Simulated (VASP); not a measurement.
# MnS with r2SCAN: from relaxation to properties, part 4 of 6

What structure does MnS take at this level, and what are its properties? The start is a cell from a database of measured crystal structures.

VASP 6.6.1, plane waves and PAW; the level of theory is named at each step.

Still holding for the runs below: The magnetic order is the lowest of the few collinear ones that converged above; longer or canted patterns were not tried. The cell is doubled for it, so bands and modes from the zone boundary of the chemical cell fold onto Γ and the labels are those of the larger cell.

So far, gap on the k-mesh (eV): step 3 (magnetic order: antiferromagnetic, q = (0, 0, 1/2)) 1.83; step 4 (magnetic order: antiferromagnetic, q = (1/2, 1/2, 0)) 0.475; step 6 (full relaxation (r2SCAN)) 1.67; step 7 (second relaxation) 1.74. The relaxed cell has a = 3.651, c = 8.905 Å (conventional setting).

The database entry behind the starting cell differs from later determinations by our own check (an axis about 0.2 % short against later determinations), so it need not match the best structure at ambient conditions.

**8. Density, ELF and potential (r2SCAN)**

Level of this step: r2SCAN, spin-polarised from an antiferromagnetic start; plane waves and PAW (Mn_pv, S) (VASP).

A single point on the relaxed cell gives a clean self-consistent state, with density, ELF and potential written out.

File INCAR:

```
SYSTEM = MnS
PREC = Accurate
ENCUT = 400
EDIFF = 1E-06
NELM = 100
ISMEAR = 0
SIGMA = 0.05
LREAL = .FALSE.
ALGO = Normal
METAGGA = R2SCAN
LASPH = .TRUE.
NBANDS = 27
ISPIN = 2
MAGMOM = 4.37 -4.37 0 0
LMAXMIX = 4
LORBIT = 11
LWAVE = .FALSE.
LCHARG = .TRUE.
ISIF = 2
LELF = .TRUE.
LVHAR = .TRUE.
```

File POSCAR:

```
MnS
1.0
    0.0000000000      2.5814128698      2.5814128698
    2.5814128698      0.0000000000      2.5814128698
    5.1486451450      5.1486451450      0.0141805945
Mn S
2 2
Direct
    0.0000000000      0.0000000000      0.0000000000
    0.0000000000      0.0000000000      0.5000000000
    0.5000000000      0.5000000000      0.2500000000
    0.5000000000      0.5000000000      0.7500000000
```

File KPOINTS:

```
Automatic mesh
0
Gamma
7 7 7
0 0 0
```

PAW data sets: Mn_pv and S (PBE family, release 64).

On the command line:

```sh
$ mpirun -np 4 vasp_std
```

Output:

```text
[banner, memory and clock lines left out]
running    4 mpi-ranks, on    1 nodes
 distrk:  each k-point on    4 cores,    1 groups
 distr:  one band on    1 cores,    4 groups

 POSCAR found type information on POSCAR MnS
 POSCAR found :  2 types and       4 ions
 [... a notice as in an earlier step ...]

 LDA part: xc-table for (None), standard interpolation
|                                                                             |
|           W    W    AA    RRRRR   N    N  II  N    N   GGGG   !!!           |
|           W    W   A  A   R    R  NN   N  II  NN   N  G    G  !!!           |
|           W    W  A    A  R    R  N N  N  II  N N  N  G       !!!           |
|           W WW W  AAAAAA  RRRRR   N  N N  II  N  N N  G  GGG   !            |
|           WW  WW  A    A  R   R   N   NN  II  N   NN  G    G                |
|           W    W  A    A  R    R  N    N  II  N    N   GGGG   !!!           |
|                                                                             |
|     The number of bands has been changed from the values supplied in        |
|     The orbitals not found in the WAVECAR file will be initialized with     |
|     random numbers, which is usually adequate. For correlated               |
|     calculations, however, you should redo the groundstate calculation.     |
|     I found NBANDS = 27. Now, NBANDS = 28.                                  |
|                                                                             |

 POSCAR, INCAR and KPOINTS ok, starting setup
 FFT: planning ... GRIDC
 FFT: planning ... GRID_SOFT
 FFT: planning ... GRID
 WAVECAR not read
 entering main loop
       N       E                     dE             d eps       ncg     rms          rms(c)
DAV:   1     0.321241442703E+03    0.32124E+03   -0.18742E+04  5400   0.126E+03
DAV:   2    -0.324938665397E+02   -0.35374E+03   -0.34092E+03  5020   0.384E+02
DAV:   3    -0.579019073206E+02   -0.25408E+02   -0.24998E+02  5732   0.109E+02
DAV:   4    -0.585440044007E+02   -0.64210E+00   -0.64024E+00  5704   0.175E+01
DAV:   5    -0.585560559355E+02   -0.12052E-01   -0.12049E-01  5828   0.267E+00    0.162E+01
DAV:   6    -0.496712650038E+02    0.88848E+01   -0.23018E+01  5584   0.489E+01    0.185E+01
DAV:   7    -0.500140594549E+02   -0.34279E+00   -0.21890E+00  5216   0.119E+01    0.112E+01
DAV:   8    -0.499753994118E+02    0.38660E-01   -0.30585E-01  6160   0.683E+00    0.633E+00
DAV:   9    -0.499887464111E+02   -0.13347E-01   -0.11354E-01  5264   0.320E+00    0.112E+00
DAV:  10    -0.499869555615E+02    0.17908E-02   -0.28617E-02  5540   0.193E+00    0.293E-01
DAV:  11    -0.499875446399E+02   -0.58908E-03   -0.27872E-03  6020   0.389E-01    0.117E-01
DAV:  12    -0.499876712080E+02   -0.12657E-03   -0.29457E-04  5420   0.126E-01    0.687E-02
DAV:  13    -0.499879097559E+02   -0.23855E-03   -0.79832E-05  5600   0.503E-02    0.610E-02
DAV:  14    -0.499878959990E+02    0.13757E-04   -0.44276E-06  5720   0.180E-02    0.344E-02
DAV:  15    -0.499879015080E+02   -0.55090E-05   -0.68823E-06  5424   0.202E-02    0.134E-02
DAV:  16    -0.499879218133E+02   -0.20305E-04   -0.81218E-07  3172   0.707E-03    0.270E-03
DAV:  17    -0.499879161240E+02    0.56892E-05   -0.14690E-07  2872   0.253E-03    0.180E-03
DAV:  18    -0.499879135165E+02    0.26075E-05   -0.27587E-08  2848   0.106E-03    0.424E-04
DAV:  19    -0.499879143069E+02   -0.79035E-06   -0.78033E-09  2776   0.620E-04
   1 F= -.49987914E+02 E0= -.49987914E+02  d E =-.129897E-19  mag=    -0.0000
```

It took 2.9 min on 4 MPI ranks of AMD EPYC 7R43, shared host; peak memory 0.46 GiB; 11 min of CPU time.

Parts of OUTCAR (step 8):

```text
   k-points           NKPTS =     44   k-points in BZ     NKDIM =     44   number of bands    NBANDS=     28

   NELECT =      38.0000    total number of electrons

 E-fermi :   6.5582

 k-point     4 :       0.4286    0.0000   -0.0000
  band No.  band energies     occupation
    ...
     15       3.4010      1.00000
     16       3.7358      1.00000
     17       3.8331      1.00000
     18       5.4323      1.00000
     19       5.8585      1.00000
     20       8.0066      0.00000
     21       9.0657      0.00000
     22       9.2787      0.00000
     23       9.3550      0.00000
     24      10.1029      0.00000
    ...

  Total       -0.0109175     -0.0109175     -0.0109175     -0.0301697      0.0301697      0.0301697
  in kB       -0.2552678     -0.2552678     -0.2552678     -0.7054098      0.7054098      0.7054098
  external PRESSURE =      -0.2552678 kB  Pullay stress =       0.0000000 kB

 POSITION                                       TOTAL-FORCE (eV/Angst)
 -----------------------------------------------------------------------------------
      0.00000      0.00000      0.00000         0.000000     -0.000000     -0.000000
      2.57432      2.57432      0.00709        -0.000000     -0.000000      0.000000
      2.57787      2.57787      2.58496        -0.000000     -0.000000      0.000000
      5.15219      5.15219      2.59205         0.000000      0.000000     -0.000000
 -----------------------------------------------------------------------------------
    total drift:                                0.000000      0.000000     -0.000000

  FREE ENERGIE OF THE ION-ELECTRON SYSTEM (eV)
  ---------------------------------------------------
  free  energy   TOTEN  =       -49.9879143069 eV

  energy  without entropy=      -49.9879143069  energy(sigma->0) =      -49.98791431

[... 16 parts as in an earlier step ...]

[... 2 further parts left out ...]
```

With spin, VASP writes an ELF for each channel.

Numbers from this step:

```
bands        : 28
Fermi energy : 6.558 eV
pressure     : -0.02553 GPa
```

Valence electrons inside each PAW sphere by angular momentum. Sphere charges, by row:

```tsv
atom	s (e)	p (e)	d (e)	tot (e)
Mn1	0.221	6.165	4.936	11.32
Mn2	0.221	6.165	4.936	11.32
S3	1.311	2.478	0	3.789
S4	1.311	2.478	0	3.789
```

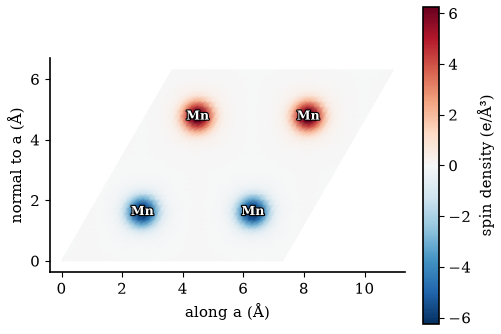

Spin density in the ac plane at fractional y = 0.000, with atoms of Mn within 0.2 Å of it. The map starts off the cell's origin, so that atoms lie inside it.

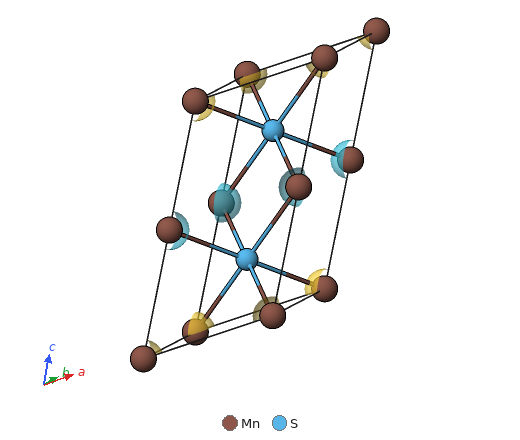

Surfaces of spin density = ±2 e/Å³, which hold about 50 % of the integral of its size. The two colours are the two signs. Bonds to atoms that aren't drawn are left out.

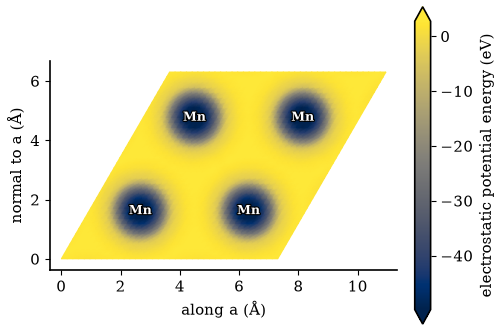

Electrostatic potential energy in the ac plane at fractional y = 0.000, with atoms of Mn within 0.2 Å of it. With pseudopotentials it is smooth inside the atoms' cores, unlike the true potential. The map starts off the cell's origin, so that atoms lie inside it.

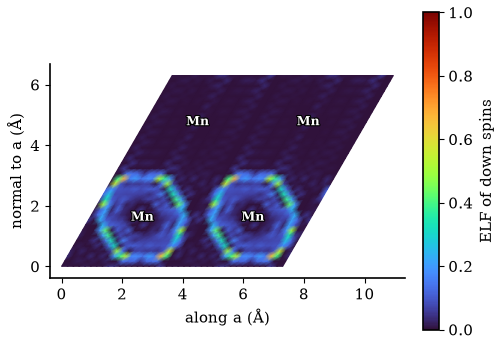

ELF of down spins in the ac plane at fractional y = 0.000, with atoms of Mn within 0.2 Å of it. It is the smooth field of the valence electrons, not physical close to the nuclei. The map starts off the cell's origin, so that atoms lie inside it.

In this run the pressure is -0.03 GPa, small enough to go on.

**9. Band structure (r2SCAN)**

The mesh alone shows little of the dispersion and can miss band extrema, so KPOINTS_OPT adds a path through the symmetry points after the self-consistent cycle.

File INCAR:

```
SYSTEM = MnS
PREC = Accurate
ENCUT = 400
EDIFF = 1E-06
NELM = 100
ISMEAR = 0
SIGMA = 0.05
LREAL = .FALSE.
ALGO = Normal
METAGGA = R2SCAN
LASPH = .TRUE.
NBANDS = 35
ISPIN = 2
MAGMOM = 4.338 -4.338 0 0
LMAXMIX = 4
LORBIT = 11
LWAVE = .FALSE.
LCHARG = .FALSE.
KPAR = 4
```

POSCAR is that of step 8.

KPOINTS is that of step 8.

File KPOINTS_OPT:

```
Line mode
16
Line-mode
Reciprocal
  0.00000000   0.00000000   0.00000000 GAMMA
  0.00000000   0.50000000   0.50000000 L

  0.00000000   0.50000000   0.50000000 L
 -0.37534547   0.31232727   0.12465453 B1

 -0.31232727   0.31232727   0.50000000 B
  0.00000000   0.00000000   0.50000000 Z

  0.00000000   0.00000000   0.50000000 Z
  0.00000000   0.00000000   0.00000000 GAMMA

  0.00000000   0.00000000   0.00000000 GAMMA
 -0.34383637   0.34383637   0.00000000 X

 -0.34383637   0.31232727   0.31232727 Q
 -0.50000000   0.00000000   0.00000000 F

 -0.50000000   0.00000000   0.00000000 F
 -0.46849090   0.00000000   0.18767273 P1

 -0.46849090   0.00000000   0.18767273 P1
  0.00000000   0.00000000   0.50000000 Z

  0.00000000   0.50000000   0.50000000 L
  0.00000000   0.46849090   0.81232727 P
```

On the command line:

```sh
$ mpirun -np 4 vasp_std
```

Output:

```text
[... set-up lines as in an earlier step ...]
 entering main loop
       N       E                     dE             d eps       ncg     rms          rms(c)
DAV:   1     0.326839200416E+03    0.32684E+03   -0.17765E+04  6552   0.101E+03
DAV:   2    -0.335165505980E+02   -0.36036E+03   -0.34005E+03  6455   0.323E+02
DAV:   3    -0.580929575127E+02   -0.24576E+02   -0.24152E+02  7330   0.946E+01
DAV:   4    -0.585447301308E+02   -0.45177E+00   -0.45066E+00  6948   0.129E+01
DAV:   5    -0.585524610350E+02   -0.77309E-02   -0.77297E-02  7192   0.181E+00    0.162E+01
DAV:   6    -0.497107877324E+02    0.88417E+01   -0.14851E+01  6523   0.393E+01    0.188E+01
DAV:   7    -0.500117361173E+02   -0.30095E+00   -0.17940E+00  6622   0.938E+00    0.113E+01
DAV:   8    -0.499780390894E+02    0.33697E-01   -0.22721E-01  7146   0.526E+00    0.644E+00
DAV:   9    -0.499889128197E+02   -0.10874E-01   -0.10839E-01  7026   0.264E+00    0.107E+00
DAV:  10    -0.499868885717E+02    0.20242E-02   -0.24926E-02  7201   0.156E+00    0.272E-01
DAV:  11    -0.499874482969E+02   -0.55973E-03   -0.17033E-03  6872   0.263E-01    0.113E-01
DAV:  12    -0.499877832095E+02   -0.33491E-03   -0.20855E-04  6856   0.981E-02    0.796E-02
DAV:  13    -0.499877972747E+02   -0.14065E-04   -0.43686E-05  7072   0.380E-02    0.558E-02
DAV:  14    -0.499879034200E+02   -0.10615E-03   -0.95373E-06  6845   0.245E-02    0.214E-02
DAV:  15    -0.499879117819E+02   -0.83619E-05   -0.48179E-06  6748   0.154E-02    0.726E-03
DAV:  16    -0.499879184903E+02   -0.67084E-05   -0.38204E-07  3717   0.403E-03    0.253E-03
DAV:  17    -0.499879159486E+02    0.25417E-05   -0.45650E-08  3542   0.159E-03    0.181E-03
DAV:  18    -0.499879144982E+02    0.14504E-05   -0.16395E-08  3452   0.106E-03    0.465E-04
DAV:  19    -0.499879137258E+02    0.77247E-06   -0.55854E-09  3437   0.498E-04
   1 F= -.49987914E+02 E0= -.49987914E+02  d E =-.122505E-24  mag=     0.0000
 Start KPOINTS_OPT (optional k-point list driver)
k-point batch [1-44\144]
       N       E                     dE             ncg
DAV:   1    -0.424833262652E+04   -0.42716E+05     6616
DAV:   2    -0.199203355301E+05   -0.15672E+05     6518
DAV:   3    -0.209581043979E+05   -0.10378E+04     7328
DAV:   4    -0.209762173577E+05   -0.18113E+02     6806
DAV:   5    -0.209765493209E+05   -0.33196E+00     7247
DAV:   6    -0.209765610392E+05   -0.11718E-01     6950
DAV:   7    -0.209765616042E+05   -0.56494E-03     8068
DAV:   8    -0.209765616281E+05   -0.23977E-04     5740
DAV:   9    -0.209765616292E+05   -0.10760E-05     3948
DAV:  10    -0.209765616294E+05   -0.22730E-06     3862
[...]
k-point batch [133-144\144]
       N       E                     dE             ncg
DAV:   1     0.281686116855E+05   -0.15096E+05     1768
DAV:   2     0.238750544319E+05   -0.42936E+04     1776
DAV:   3     0.235944847297E+05   -0.28057E+03     2010
DAV:   4     0.235897842241E+05   -0.47005E+01     1904
DAV:   5     0.235896943603E+05   -0.89864E-01     2063
DAV:   6     0.235896911204E+05   -0.32399E-02     1978
DAV:   7     0.235896909654E+05   -0.15498E-03     2156
DAV:   8     0.235896909582E+05   -0.71790E-05     1687
DAV:   9     0.235896909579E+05   -0.33099E-06     1276
```

Wall time 7.5 min (4 MPI ranks); peak memory 1.2 GiB; 30 min of CPU time.

Parts of OUTCAR (step 9):

```text
   k-points           NKPTS =     44   k-points in BZ     NKDIM =     44   number of bands    NBANDS=     35

   NELECT =      38.0000    total number of electrons

 E-fermi :   6.6021

 spin component 1
 k-point     1 :       0.0000    0.0000    0.0000
  band No.  band energies     occupation
    ...
     15       5.0241      1.00000
     16       5.0242      1.00000
     17       5.0685      1.00000
     18       5.1432      1.00000
     19       5.1432      1.00000
     20       8.6105      0.00000
     21       8.6106      0.00000
     22       8.7155      0.00000
     23       9.9965      0.00000
     24       9.9966      0.00000
    ...

 k-point     6 :       0.2857    0.1429    0.0000
  band No.  band energies     occupation
    ...
     15       3.4721      1.00000
     16       4.0902      1.00000
     17       4.3492      1.00000
     18       5.3165      1.00000
     19       5.5566      1.00000
     20       8.5326      0.00000
     21       8.6822      0.00000
     22       9.1122      0.00000
     23       9.2923      0.00000
     24       9.6427      0.00000
    ...

  Total       -0.0112826     -0.0112826     -0.0112826     -0.0301651      0.0301651      0.0301651
  in kB       -0.2638039     -0.2638039     -0.2638039     -0.7053029      0.7053029      0.7053029
  external PRESSURE =      -0.2638039 kB  Pullay stress =       0.0000000 kB

 POSITION                                       TOTAL-FORCE (eV/Angst)
 -----------------------------------------------------------------------------------
      0.00000      0.00000      0.00000        -0.000000     -0.000000     -0.000000
      2.57432      2.57432      0.00709         0.000000      0.000000      0.000000
      2.57787      2.57787      2.58496        -0.000000     -0.000000      0.000000
      5.15219      5.15219      2.59205        -0.000000     -0.000000     -0.000000
 -----------------------------------------------------------------------------------
    total drift:                                0.000000      0.000000     -0.000000

  FREE ENERGIE OF THE ION-ELECTRON SYSTEM (eV)
  ---------------------------------------------------
  free  energy   TOTEN  =       -49.9879137258 eV

  energy  without entropy=      -49.9879137258  energy(sigma->0) =      -49.98791373

[... 13 parts as in an earlier step ...]

[... 4 further parts left out ...]
```

Within 0.02 Å the cell has space group Fm-3m; at a tight tolerance the distortion that goes with the magnetic order makes it R-3m.

This step gave:

- bands: 35
- Fermi energy: 6.602 eV
- pressure: -0.02638 GPa
- least gap on mesh and path: 1.670 eV
- least direct gap on mesh and path: 2.118 eV
- valence top at k: 0, 0, 0.5
- conduction bottom at k: -0.5, 0, 0
- least direct gap at k: -0.5, 0, 0

Both spin channels agree. Electronic bands along the path, in eV, zero at the valence-band top; v1 is the highest filled band, c1 the lowest empty one:

```tsv
point	v4	v3	v2	v1	c1	c2	c3	c4
Γ	-1.26	-1.22	-1.14	-1.14	2.32	2.32	2.43	3.71
L	-2.67	-2.36	-0.87	-0.70	1.73	2.89	3.12	3.27
B1	-2.41	-2.38	-1.11	-0.81	2.41	2.56	2.97	3.01
jump to B	-2.41	-2.38	-1.11	-0.81	2.41	2.56	2.97	3.01
Z	-2.33	-2.32	0.00	0.00	2.20	2.23	2.23	3.27
Γ	-1.26	-1.22	-1.14	-1.14	2.32	2.32	2.43	3.71
X	-2.44	-2.32	-1.15	-0.83	2.38	2.65	2.89	3.01
jump to Q	-2.44	-2.32	-1.15	-0.83	2.38	2.65	2.89	3.01
F	-2.67	-2.47	-0.91	-0.45	1.67	2.58	3.04	3.15
P1	-2.64	-2.37	-0.90	-0.61	1.70	2.88	3.04	3.12
Z	-2.33	-2.32	0.00	0.00	2.20	2.23	2.23	3.27
jump to L	-2.67	-2.36	-0.87	-0.70	1.73	2.89	3.12	3.27
P	-2.64	-2.37	-0.90	-0.61	1.70	2.88	3.04	3.12
```

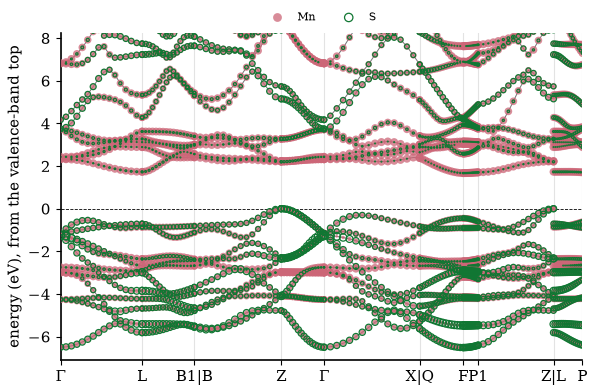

Electronic bands along the path; dots are coloured as in the legend, and their area grows with the weight.

The path lowers the gap by 0.07 eV against the mesh alone, so a band edge lies off the mesh.

(Part 4 of 6 ends here.)

[Lines on the potential files, build, host, timing and source positions are cut from VASP's logs without a mark.]

[Logs are printed without paths, hosts, clocks, repeated set-up lines and the standing remarks that a program may print on its own settings, such as how far it seeks lower states.]

[Hosts, paths, dates, database ids (printed as entryN), source tags and the programs' standing remarks are cut or masked in the printed files.]

[A measured line is paired with the nearest computed mode of its activity, which favours agreement.]

[In band tables of VASP the shares of atoms and orbitals are scaled to a sum of 1 inside the atoms' spheres.]
